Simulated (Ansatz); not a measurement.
| atom | x (Å) | y (Å) | z (Å) |
| --- | --- | --- | --- |
| C | -0.3631 | 0.6208 | -0.6799 |
| Ga | -1.0575 | 2.2908 | 0.2629 |
| Ge | 0.4129 | -0.7326 | 0.4889 |
| H | -1.1895 | 0.1612 | -1.2371 |
| H | 0.3976 | 0.9194 | -1.4126 |
| H | 1.6034 | -0.1388 | 1.2708 |
| H | 0.9202 | -1.9747 | -0.2712 |
| H | -0.6321 | -1.2033 | 1.5225 |

Geometry: PBE0-D4/def2-TZVP.

The calculation used RKS PBE0-D4/def2-TZVPP in Ansatz 0.2.0.

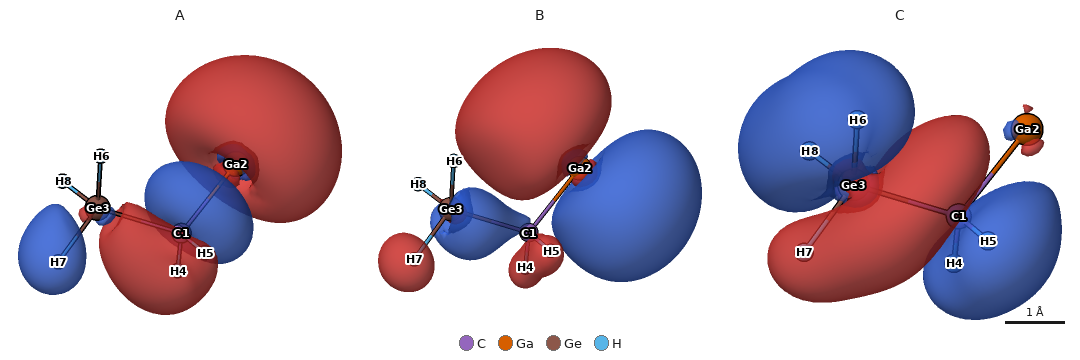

CH5GaGe. Three frontier orbitals at ±0.06 Å⁻³ᐟ² (blue and red are the two phases), in no order.

### Order the three orbitals by energy and name them.

C is the HOMO−1 (−8.85 eV). Its weight (Hirshfeld) is mainly on Ge3 (about 35 %), C1 (about 30 %), H8 (about 10 %) and H6 (about 10 %). A is the HOMO (−5.84 eV). It lies mainly on Ga2 (about 60 %) and C1 (about 25 %). B is the LUMO (−1.48 eV). It lies mainly on Ga2 (about 85 %) and Ge3 (about 5 %).

### What is the HOMO–LUMO gap?

4.36 eV between the orbital energies.
